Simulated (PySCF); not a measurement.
# C₃H₁₃BOSi: NMR shifts at several levels of theory

How much do the NMR shifts of C₃H₁₃BOSi (`C[O+](C)[BH2-]C[SiH3]`) depend on the level of theory, and what does each level cost?

Programs: PySCF 2.14.0, with density-fitted response routines of our own. Each step states its level of theory. These are calculated values for one molecule in the gas phase, unless marked as measured. Atoms are numbered from 0 throughout.

**1. The starting structure**

19 atoms, charge 0, multiplicity 1; geometry from: GFN2-xTB. The atoms were then displaced at random by about 0.03 Å, so the start is not that level's minimum.

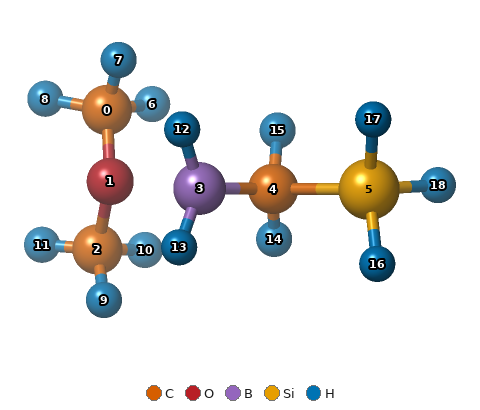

The starting geometry (carbon orange, oxygen red, boron purple, silicon amber, hydrogen blue), atoms numbered; sticks join atoms by distance.

**2. Geometry optimisation at PBE0-D3(BJ)/def2-SVP**

What the job is given:

```
{"job": {"xc": "PBE0", "basis": "def2-SVP", "d3": "d3bj", "grid": 1, "shake": 0.03, "kind": "geom"}, "charge": 0, "multiplicity": 1}
C     -1.892340     0.450530     0.945880
O     -1.415710    -0.613690     0.279290
C     -1.834200    -0.676440    -1.101420
B      0.374360    -0.781660     0.532630
C      1.052340     0.435610    -0.148360
Si     2.915520     0.387740     0.171280
H     -1.609860     1.457110     0.461610
H     -1.558210     0.526190     1.947960
H     -3.051180     0.476840     0.968570
H     -1.328100    -1.576460    -1.454070
H     -1.447480     0.192630    -1.610280
H     -2.845740    -0.732070    -1.136090
H      0.234010    -0.796900     1.700020
H      0.423960    -1.825050     0.037250
H      0.891470     0.474680    -1.198180
H      0.710080     1.453700     0.308430
H      3.527430    -0.763320    -0.480390
H      3.222050     0.371170     1.625420
H      3.549210     1.551330    -0.391600
```

Started as:

```sh
$ OMP_NUM_THREADS=1 python probes_run.py task.json out
```

One launch serves the whole session: the jobs run in the order shown.

Standard output:

```text
step   0  E = -511.01274493  max force = 0.078274
step   1  E = -511.03331179  max force = 0.025578
step   2  E = -511.03780252  max force = 0.015493
step   3  E = -511.04057325  max force = 0.007757
step   4  E = -511.03805575  max force = 0.012557
step   5  E = -511.04110044  max force = 0.007920
step   6  E = -511.04150266  max force = 0.003271
step   7  E = -511.04152977  max force = 0.004103
step   8  E = -511.04172757  max force = 0.000651
step   9  E = -511.04171384  max force = 0.001591
step  10  E = -511.04174681  max force = 0.000370
step  11  E = -511.04176023  max force = 0.000233
optimisation converged
```

Run time: 3 min. Hardware: 1 thread of Arm Neoverse N1, shared host; peak memory 0.67 GiB.

Step by step: (the energy doesn't fall at every step)

```csv
step,energy from step 0 (eV),largest force component (eV/Å)
0,0.0000,4.0250
1,-0.5597,1.3153
2,-0.6819,0.7967
3,-0.7572,0.3989
4,-0.6887,0.6457
5,-0.7716,0.4073
6,-0.7825,0.1682
7,-0.7833,0.2110
8,-0.7887,0.0335
9,-0.7883,0.0818
10,-0.7892,0.0190
11,-0.7895,0.0120
```

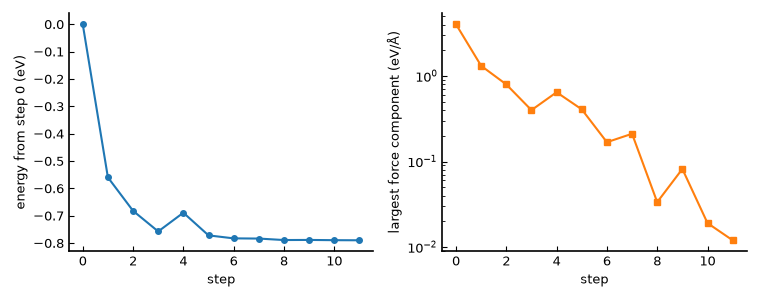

Energy and force, step by step.

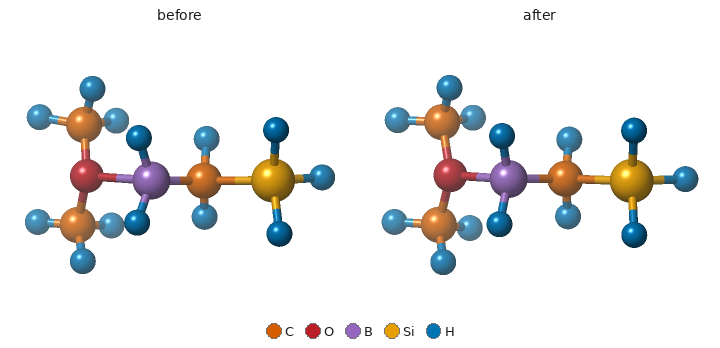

Before and after, at one scale.

Close pairs (by a distance rule), those that changed most:

```csv
bond,before (Å),after (Å),change (Å)
O1–B3,1.816,1.674,-0.141
C2–H11,1.014,1.100,+0.086
C0–O1,1.343,1.419,+0.076
B3–H13,1.156,1.223,+0.067
Si5–H18,1.440,1.501,+0.061
C4–H15,1.167,1.106,-0.061
C0–H8,1.159,1.100,-0.060
B3–C4,1.551,1.605,+0.054
```

The next job starts from the end point, and lists it.

```csv
at the end point,value
"rotational constants (GHz, main isotopes)","6.113, 1.109, 1.046"
dipole moment (D),5.85
```

**3. Nuclear shieldings: KT2/pcSseg-1**

What the job is given:

```
{"job": {"kind": "nmr", "xc": "KT2", "basis": "pcSseg-1", "pop": false}, "charge": 0, "multiplicity": 1}
C     -1.972821     0.535289     0.954954
O     -1.355888    -0.537798     0.260716
C     -1.788838    -0.686642    -1.082422
B      0.285469    -0.732986     0.527842
C      1.064347     0.503341    -0.136240
Si     2.906801     0.349734     0.178419
H     -1.701641     1.501121     0.499547
H     -1.606286     0.495234     1.986342
H     -3.063956     0.399229     0.930864
H     -1.305492    -1.589213    -1.471635
H     -1.492030     0.185836    -1.686205
H     -2.882483    -0.802068    -1.097008
H      0.319790    -0.771080     1.749377
H      0.482295    -1.815923    -0.004685
H      0.943579     0.561371    -1.233984
H      0.767996     1.484410     0.279301
H      3.469206    -0.891967    -0.441090
H      3.209433     0.311601     1.644342
H      3.658864     1.512858    -0.399783
```

Method: GIAO KT2/pcSseg-1 NMR shielding, non-relativistic, gas phase.

Standard output:

```text
coarse grid: 15120 points
cycle   1  E = -517.6554748249  dE =  1.425e-01  |g| = 6.157e-01  |ddm| = 3.554e+00
cycle   2  E = -517.4801233258  dE =  1.754e-01  |g| = 1.036e+00  |ddm| = 1.745e+00
cycle   3  E = -517.7518088835  dE = -2.717e-01  |g| = 1.345e-01  |ddm| = 1.253e+00
cycle   4  E = -517.7551296207  dE = -3.321e-03  |g| = 5.869e-02  |ddm| = 1.405e-01
cycle   5  E = -517.7558403457  dE = -7.107e-04  |g| = 1.428e-02  |ddm| = 5.759e-02
cycle   6  E = -517.7558894862  dE = -4.914e-05  |g| = 4.070e-03  |ddm| = 1.955e-02
cycle   7  E = -517.7558942444  dE = -4.758e-06  |g| = 6.220e-04  |ddm| = 5.086e-03
final grid: 137808 points
cycle   8  E = -517.8169073576  dE = -1.965e-04  |g| = 1.868e-02  |ddm| = 4.539e-02
cycle   9  E = -517.8167769457  dE =  1.304e-04  |g| = 3.017e-02  |ddm| = 3.739e-02
cycle  10  E = -517.8169658005  dE = -1.889e-04  |g| = 4.815e-03  |ddm| = 2.699e-02
cycle  11  E = -517.8169693790  dE = -3.579e-06  |g| = 1.338e-03  |ddm| = 3.354e-03
cycle  12  E = -517.8169698136  dE = -4.346e-07  |g| = 1.835e-04  |ddm| = 1.190e-03
cycle  13  E = -517.8169698210  dE = -7.441e-09  |g| = 7.672e-05  |ddm| = 2.755e-04
cycle  14  E = -517.8169698226  dE = -1.603e-09  |g| = 1.056e-05  |ddm| = 7.415e-05
cycle  15  E = -517.8169698227  dE = -3.251e-11  |g| = 2.176e-06  |ddm| = 1.743e-05
converged SCF energy = -517.8169698227

GIAO shielding tensors (ppm)
atom      isotropic    diamagn.    paramagn.     s11        s22        s33       span
  0 C      118.857     248.099    -129.242     79.037     96.518    181.015    101.978
  1 O      306.959     399.340     -92.381    265.790    327.082    328.005     62.215
  2 C      118.918     248.284    -129.366     79.221     96.377    181.156    101.935
  3 B       88.779     194.614    -105.835     61.871     71.869    132.597     70.726
  4 C      188.959     256.492     -67.534    179.163    188.349    199.364     20.200
  5 Si     434.615     882.184    -447.569    405.606    408.211    490.028     84.422
  6 H       27.642      31.625      -3.983     23.501     26.829     32.595      9.094
  7 H       27.353      30.227      -2.874     23.679     25.428     32.952      9.273
  8 H       28.055      28.482      -0.428     24.542     25.529     34.094      9.552
  9 H       27.354      30.336      -2.982     23.696     25.383     32.982      9.286
 10 H       27.635      31.754      -4.118     23.503     26.810     32.592      9.089
 11 H       28.067      28.599      -0.532     24.549     25.536     34.118      9.570
 12 H       27.630      33.095      -5.465     23.135     28.206     31.551      8.416
 13 H       27.618      33.054      -5.436     23.163     28.220     31.471      8.309
 14 H       31.146      34.370      -3.224     26.090     30.674     36.674     10.584
 15 H       31.178      34.330      -3.152     26.061     30.801     36.672     10.611
 16 H       27.444      28.579      -1.135     24.160     25.731     32.441      8.281
 17 H       27.445      28.587      -1.142     24.158     25.791     32.387      8.229
 18 H       27.184      28.025      -0.841     24.043     24.993     32.514      8.471
```

Wall time 52 s (1 thread of Arm Neoverse N1, shared host); peak memory 0.6 GiB.

The references, computed at this level on geometries of the same kind, shield at (ppm): ¹H TMS 31.18, ¹³C TMS 183.2, ²⁹Si TMS 361.0, ¹⁷O H2O 330.7, ¹¹B BF3·OEt2 99.9. Their shielding less the atom's gives the shift. The references are single molecules in the gas phase, so shifts against H2O, NH3, PH3, H3PO4 or CFCl3 are not on the usual liquid scales and can be off by tens of ppm. Atoms listed in one row are averaged.

```csv
atoms,environment,σ (ppm),δ (ppm)
"C0, C2",methyl carbon bonded to O,118.9,64.3
C4,sp3 CH2 bonded to B and Si,189.0,-5.7
"H16, H17, H18",hydrogen on a silicon bonded to C,27.36,3.82
"H12, H13","hydrogen on a boron bonded to C, O",27.62,3.55
"H6, H7, H8, H9, H10, H11",hydrogen on a methyl carbon bonded to O,27.68,3.49
"H14, H15",hydrogen on an sp3 CH2 bonded to B and Si,31.16,0.02
O1,donor oxygen of a Lewis adduct,307.0,23.7
B3,"boron bonded to C, O, 2 H",88.8,11.1
Si5,"silicon bonded to C, 3 H",434.6,-73.6
```

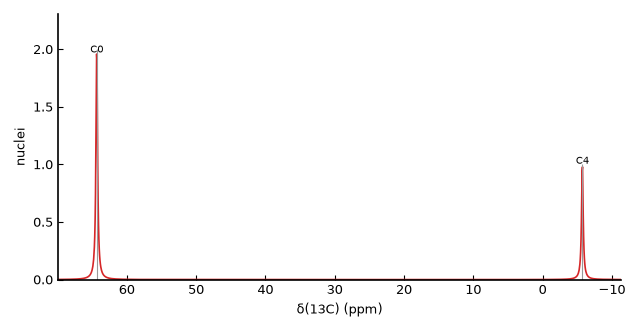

¹³C lines at the computed shifts, without couplings. Lines are broadened to a width of 0.28 ppm (Lorentzian).

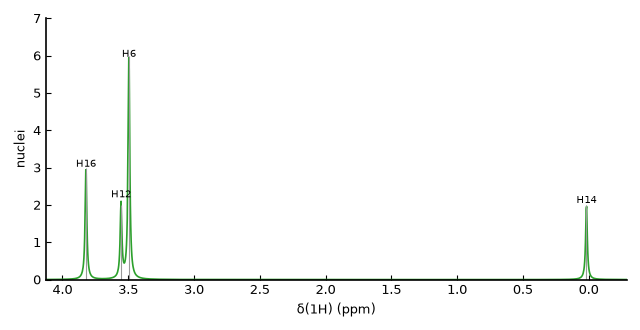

¹H lines at the computed shifts, without couplings. Lines are broadened to a width of 0.02 ppm (Lorentzian).

**4. Shielding tensors: KT3/pcSseg-1**

The job, as its differences from that of step 3:

```diff
@@ -1,2 +1,2 @@
-{"job": {"kind": "nmr", "xc": "KT2", "basis": "pcSseg-1", "pop": false}, "charge": 0, "multiplicity": 1}
+{"job": {"kind": "nmr", "xc": "KT3", "basis": "pcSseg-1", "pop": false}, "charge": 0, "multiplicity": 1}
 C     -1.972821     0.535289     0.954954
```

Level: GIAO KT3/pcSseg-1 NMR shielding, non-relativistic, gas phase.

Standard output:

```text
coarse grid: 15120 points
cycle   1  E = -517.1956952442  dE =  1.067e-01  |g| = 6.175e-01  |ddm| = 3.575e+00
cycle   2  E = -517.0225500301  dE =  1.731e-01  |g| = 1.025e+00  |ddm| = 1.860e+00
cycle   3  E = -517.2948137602  dE = -2.723e-01  |g| = 1.324e-01  |ddm| = 1.325e+00
cycle   4  E = -517.2980591988  dE = -3.245e-03  |g| = 5.840e-02  |ddm| = 1.336e-01
cycle   5  E = -517.2987557609  dE = -6.966e-04  |g| = 1.391e-02  |ddm| = 5.553e-02
cycle   6  E = -517.2988010425  dE = -4.528e-05  |g| = 4.065e-03  |ddm| = 1.885e-02
cycle   7  E = -517.2988057197  dE = -4.677e-06  |g| = 6.449e-04  |ddm| = 5.023e-03
final grid: 137808 points
cycle   8  E = -517.3528180361  dE = -1.630e-04  |g| = 2.323e-02  |ddm| = 4.767e-02
cycle   9  E = -517.3525985433  dE =  2.195e-04  |g| = 4.141e-02  |ddm| = 3.664e-02
cycle  10  E = -517.3528967797  dE = -2.982e-04  |g| = 4.200e-03  |ddm| = 2.713e-02
cycle  11  E = -517.3528998181  dE = -3.038e-06  |g| = 8.360e-04  |ddm| = 4.128e-03
cycle  12  E = -517.3529000287  dE = -2.105e-07  |g| = 9.415e-05  |ddm| = 9.655e-04
cycle  13  E = -517.3529000303  dE = -1.698e-09  |g| = 4.712e-05  |ddm| = 1.750e-04
cycle  14  E = -517.3529000310  dE = -6.726e-10  |g| = 1.154e-05  |ddm| = 6.846e-05
converged SCF energy = -517.3529000310

GIAO shielding tensors (ppm)
atom      isotropic    diamagn.    paramagn.     s11        s22        s33       span
  0 C      119.649     246.819    -127.170     82.162     97.328    179.458     97.296
  1 O      302.501     399.441     -96.940    262.163    322.539    322.801     60.638
  2 C      119.708     247.026    -127.319     82.326     97.203    179.594     97.268
  3 B       90.300     194.123    -103.823     63.867     74.807    132.227     68.360
  4 C      187.566     255.563     -67.997    178.859    187.448    196.390     17.531
  5 Si     434.809     881.416    -446.607    407.026    408.662    488.740     81.714
  6 H       27.819      31.698      -3.879     23.723     27.032     32.701      8.979
  7 H       27.521      30.338      -2.817     23.865     25.676     33.020      9.155
  8 H       28.249      28.421      -0.172     24.753     25.769     34.225      9.472
  9 H       27.522      30.462      -2.940     23.883     25.632     33.051      9.168
 10 H       27.813      31.839      -4.026     23.724     27.015     32.700      8.976
 11 H       28.260      28.545      -0.285     24.759     25.775     34.247      9.487
 12 H       27.947      33.400      -5.453     23.546     28.482     31.812      8.266
 13 H       27.936      33.378      -5.442     23.575     28.495     31.737      8.161
 14 H       31.324      34.566      -3.242     26.424     30.839     36.709     10.285
 15 H       31.354      34.519      -3.165     26.394     30.963     36.706     10.312
 16 H       27.742      28.887      -1.145     24.524     26.061     32.641      8.117
 17 H       27.743      28.891      -1.148     24.517     26.124     32.588      8.071
 18 H       27.490      28.305      -0.815     24.417     25.323     32.730      8.313
```

Run time: 49 s. Hardware: 1 thread of Arm Neoverse N1, shared host; peak memory 0.6 GiB.

Key values: δ C0 62.6, C4 -5.3, O1 26.5, B3 10.2, H16 3.66, H6 3.46 ppm (means over like atoms).

**5. Shielding tensors: B97-D/pcSseg-1**

The job, as its differences from that of step 4:

```diff
@@ -1,2 +1,2 @@
-{"job": {"kind": "nmr", "xc": "KT3", "basis": "pcSseg-1", "pop": false}, "charge": 0, "multiplicity": 1}
+{"job": {"kind": "nmr", "xc": "B97-D", "basis": "pcSseg-1", "pop": false}, "charge": 0, "multiplicity": 1}
 C     -1.972821     0.535289     0.954954
```

With the program's defaults for keys left out, this is: GIAO B97-D/pcSseg-1 NMR shielding, non-relativistic, gas phase.

Standard output:

```text
coarse grid: 15120 points
cycle   1  E = -511.3297915347  dE =  8.353e-02  |g| = 6.244e-01  |ddm| = 3.590e+00
cycle   2  E = -511.1553427096  dE =  1.744e-01  |g| = 1.039e+00  |ddm| = 1.749e+00
cycle   3  E = -511.4286573739  dE = -2.733e-01  |g| = 1.368e-01  |ddm| = 1.258e+00
cycle   4  E = -511.4320816008  dE = -3.424e-03  |g| = 6.066e-02  |ddm| = 1.335e-01
cycle   5  E = -511.4328089987  dE = -7.274e-04  |g| = 1.412e-02  |ddm| = 5.410e-02
cycle   6  E = -511.4328546642  dE = -4.567e-05  |g| = 4.019e-03  |ddm| = 1.963e-02
cycle   7  E = -511.4328591591  dE = -4.495e-06  |g| = 7.531e-04  |ddm| = 4.926e-03
final grid: 137808 points
cycle   8  E = -511.4777480385  dE = -9.932e-05  |g| = 1.107e-02  |ddm| = 3.846e-02
cycle   9  E = -511.4777065155  dE =  4.152e-05  |g| = 1.783e-02  |ddm| = 1.985e-02
cycle  10  E = -511.4777695689  dE = -6.305e-05  |g| = 2.619e-03  |ddm| = 1.394e-02
cycle  11  E = -511.4777707415  dE = -1.173e-06  |g| = 8.614e-04  |ddm| = 2.389e-03
cycle  12  E = -511.4777709070  dE = -1.655e-07  |g| = 1.447e-04  |ddm| = 7.241e-04
cycle  13  E = -511.4777709124  dE = -5.463e-09  |g| = 4.168e-05  |ddm| = 1.907e-04
cycle  14  E = -511.4777709129  dE = -4.241e-10  |g| = 8.512e-06  |ddm| = 4.308e-05
converged SCF energy = -511.4777709129

GIAO shielding tensors (ppm)
atom      isotropic    diamagn.    paramagn.     s11        s22        s33       span
  0 C      114.900     246.520    -131.620     76.682     91.992    176.025     99.343
  1 O      305.727     399.750     -94.023    262.982    326.306    327.892     64.910
  2 C      114.967     246.730    -131.764     76.858     91.873    176.169     99.311
  3 B       87.664     192.497    -104.833     61.121     72.508    129.362     68.240
  4 C      185.121     255.066     -69.945    175.835    185.686    193.841     18.006
  5 Si     416.015     880.051    -464.036    387.116    388.659    472.270     85.154
  6 H       27.873      31.629      -3.756     23.773     27.059     32.786      9.014
  7 H       27.551      30.252      -2.701     23.913     25.699     33.042      9.129
  8 H       28.275      28.482      -0.207     24.776     25.801     34.248      9.471
  9 H       27.553      30.371      -2.819     23.930     25.656     33.073      9.142
 10 H       27.867      31.766      -3.898     23.774     27.041     32.786      9.012
 11 H       28.287      28.606      -0.319     24.784     25.806     34.270      9.486
 12 H       28.057      33.334      -5.277     23.616     28.588     31.967      8.350
 13 H       28.046      33.305      -5.258     23.646     28.602     31.891      8.246
 14 H       31.469      34.421      -2.952     26.690     31.033     36.684      9.994
 15 H       31.499      34.377      -2.878     26.659     31.158     36.681     10.021
 16 H       27.771      28.938      -1.167     24.573     26.109     32.631      8.058
 17 H       27.772      28.943      -1.171     24.565     26.174     32.578      8.014
 18 H       27.523      28.338      -0.815     24.455     25.370     32.743      8.288
```

It took 49 s on 1 thread of Arm Neoverse N1, shared host; peak memory 0.6 GiB.

This run: δ C0 64.2, C4 -6.0, O1 24.6, B3 10.5, H16 3.72, H6 3.51 ppm (means over like atoms).

**6. Shielding tensors: B3LYP/pcSseg-1**

The job, as its differences from that of step 5:

```diff
@@ -1,2 +1,2 @@
-{"job": {"kind": "nmr", "xc": "B97-D", "basis": "pcSseg-1", "pop": false}, "charge": 0, "multiplicity": 1}
+{"job": {"kind": "nmr", "xc": "B3LYP", "basis": "pcSseg-1", "pop": false}, "charge": 0, "multiplicity": 1}
 C     -1.972821     0.535289     0.954954
```

With the program's defaults for keys left out, this is: GIAO B3LYP/pcSseg-1 NMR shielding, non-relativistic, gas phase.

Standard output:

```text
coarse grid: 15120 points
cycle   1  E = -511.5540889570  dE =  1.658e-01  |g| = 5.433e-01  |ddm| = 3.526e+00
cycle   2  E = -511.5007406862  dE =  5.335e-02  |g| = 7.216e-01  |ddm| = 1.176e+00
cycle   3  E = -511.6254621786  dE = -1.247e-01  |g| = 9.274e-02  |ddm| = 7.466e-01
cycle   4  E = -511.6268121352  dE = -1.350e-03  |g| = 3.978e-02  |ddm| = 7.683e-02
cycle   5  E = -511.6271233973  dE = -3.113e-04  |g| = 9.301e-03  |ddm| = 3.304e-02
cycle   6  E = -511.6271417815  dE = -1.838e-05  |g| = 2.033e-03  |ddm| = 1.043e-02
cycle   7  E = -511.6271429120  dE = -1.130e-06  |g| = 3.240e-04  |ddm| = 2.375e-03
final grid: 137808 points
cycle   8  E = -511.6804689596  dE = -3.823e-05  |g| = 8.179e-03  |ddm| = 2.340e-02
cycle   9  E = -511.6804563444  dE =  1.262e-05  |g| = 1.159e-02  |ddm| = 1.222e-02
cycle  10  E = -511.6804828622  dE = -2.652e-05  |g| = 1.212e-03  |ddm| = 6.969e-03
cycle  11  E = -511.6804831631  dE = -3.009e-07  |g| = 1.903e-04  |ddm| = 1.066e-03
cycle  12  E = -511.6804831698  dE = -6.762e-09  |g| = 8.129e-05  |ddm| = 2.386e-04
cycle  13  E = -511.6804831713  dE = -1.488e-09  |g| = 2.008e-05  |ddm| = 7.820e-05
cycle  14  E = -511.6804831714  dE = -9.061e-11  |g| = 3.074e-06  |ddm| = 1.780e-05
converged SCF energy = -511.6804831714

GIAO shielding tensors (ppm)
atom      isotropic    diamagn.    paramagn.     s11        s22        s33       span
  0 C      114.886     245.776    -130.890     76.188     92.013    176.457    100.269
  1 O      314.164     400.237     -86.073    270.995    333.972    337.526     66.531
  2 C      114.953     245.994    -131.041     76.354     91.896    176.609    100.254
  3 B       86.372     191.119    -104.747     59.138     70.373    129.605     70.468
  4 C      185.765     255.199     -69.434    176.689    185.988    194.617     17.928
  5 Si     408.264     878.919    -470.655    378.585    380.276    465.932     87.346
  6 H       27.928      31.380      -3.452     23.831     27.104     32.850      9.018
  7 H       27.550      30.039      -2.489     23.804     25.706     33.140      9.335
  8 H       28.286      28.494      -0.207     24.668     25.830     34.361      9.694
  9 H       27.551      30.150      -2.599     23.819     25.662     33.172      9.353
 10 H       27.922      31.513      -3.591     23.829     27.089     32.849      9.020
 11 H       28.299      28.618      -0.319     24.677     25.836     34.382      9.705
 12 H       28.094      33.120      -5.026     23.647     28.683     31.952      8.305
 13 H       28.083      33.076      -4.993     23.677     28.695     31.877      8.200
 14 H       31.544      34.376      -2.832     26.699     31.065     36.869     10.170
 15 H       31.577      34.337      -2.760     26.671     31.194     36.866     10.194
 16 H       27.745      28.744      -1.000     24.462     26.063     32.708      8.246
 17 H       27.745      28.752      -1.007     24.452     26.130     32.654      8.202
 18 H       27.519      28.178      -0.659     24.377     25.347     32.833      8.456
```

It took 36 s on 1 thread of Arm Neoverse N1, shared host; peak memory 0.8 GiB.

This run: δ C0 64.3, C4 -6.5, O1 19.9, B3 11.5, H16 3.71, H6 3.46 ppm (means over like atoms).

[end of part 1 of 2]
